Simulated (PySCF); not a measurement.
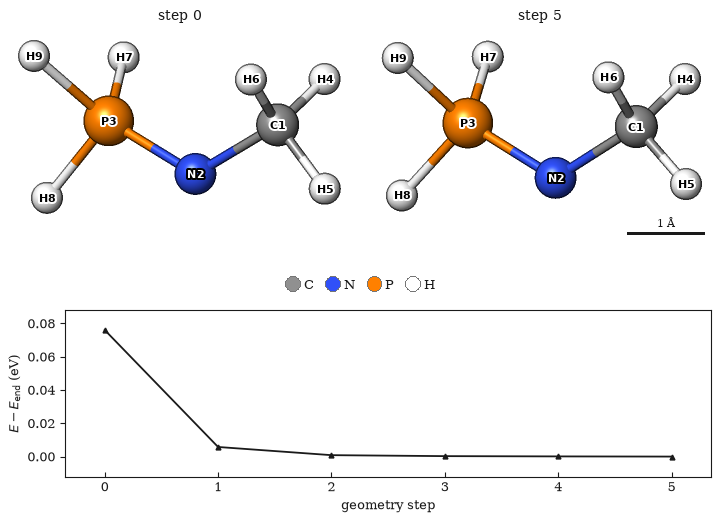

First and last geometry of a relaxation of CH$_{6}$NP, with the history of the run. The picture is a ball-and-stick view, seen at a tilt.

The start comes from GFN2-xTB. Its atoms were then displaced at random by about 0.01 Å.

The calculation used PBE0-D3(BJ)/def2-TZVP geometry optimisation, gas phase in PySCF. 

Question: What do the curves and the structures tell?

Answer: It converged. Over 5 geometry steps the energy falls by 0.076 eV. The largest move after the best rigid fit is that of H8, 0.085 Å. Largest moves by element: H 0.085 Å, N 0.054 Å, P 0.032 Å, C 0.028 Å. Near-neighbour distances that change, for instance: C1–H4 1.065 → 1.099 Å, C1–H5 1.122 → 1.093 Å, N2–P3 1.530 → 1.545 Å, P3–H9 1.440 → 1.431 Å. Bond angles that change, for instance: N2–C1–H5 105.3° → 108.9°, N2–P3–H8 106.9° → 109.9°, H4–C1–H6 110.2° → 107.2°. Cost: 30 s on 1 thread of Intel(R) Xeon(R) Platinum 8488C, on a shared host.

```
step  E − E(0), eV
   0        0.0000
   1       -0.0703
   2       -0.0752
   3       -0.0758
   4       -0.0760
   5       -0.0761
```
